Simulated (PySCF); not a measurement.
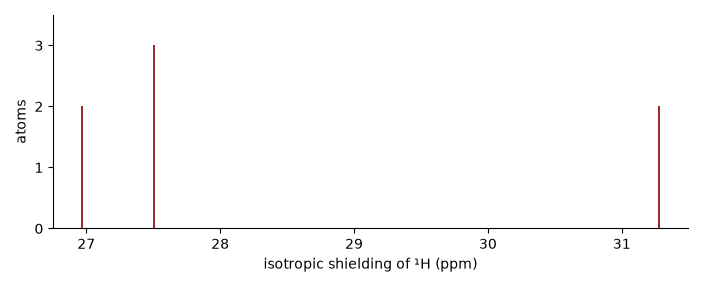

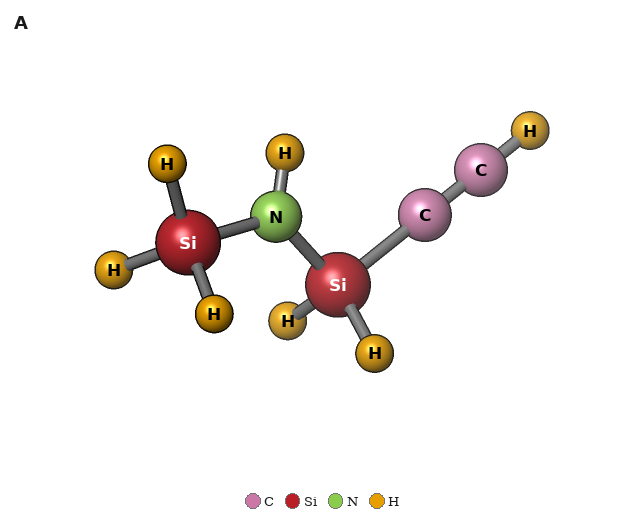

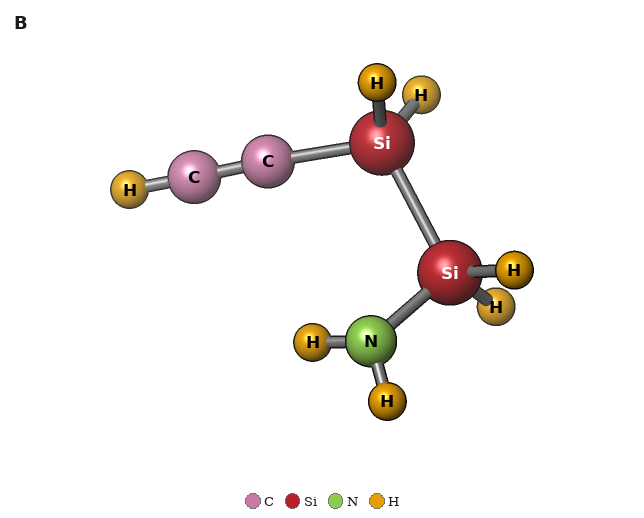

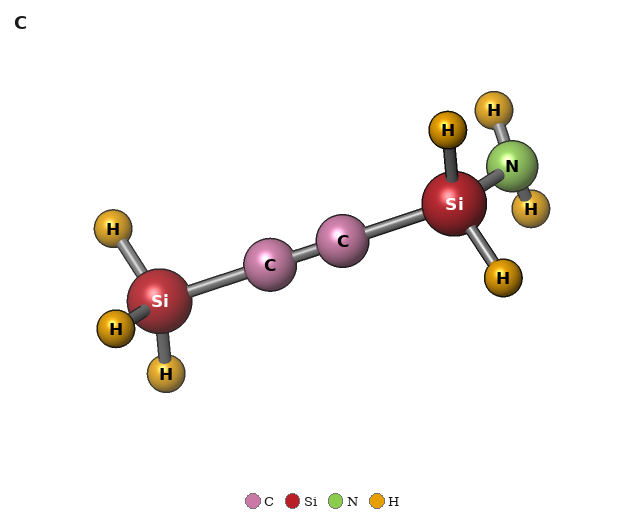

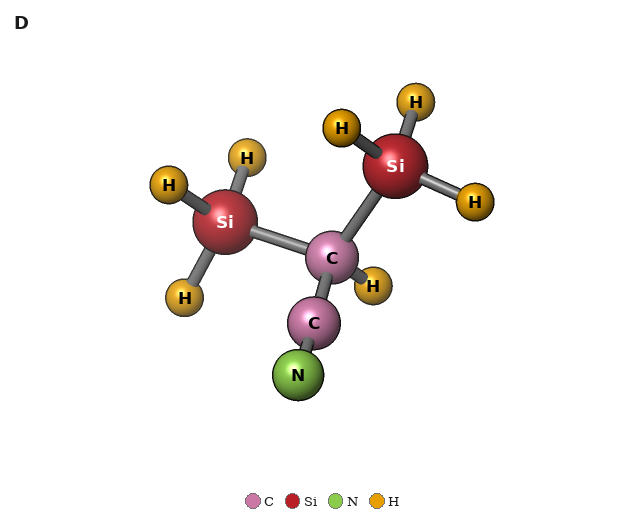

The sticks are computed shieldings of one of the molecules, for one fixed geometry (GFN2-xTB) without averaging over rotations. Low shielding means a high chemical shift. Method: GIAO PBE0/pcSseg-1 NMR shielding, non-relativistic, gas phase (PySCF 2.14.0).

Match the spectrum to a structure.

Answer. C, `N[SiH2]C#C[SiH3]`. Its 7 H atoms give lines at 26.97 (2 atoms), 27.51 (3 atoms), 31.28 (2 atoms) ppm.

The geometry is semi-empirical. Around Si such bond lengths and angles can be off by a tenth of an ångström or more and by several degrees, and values that hang on the shape move with them.
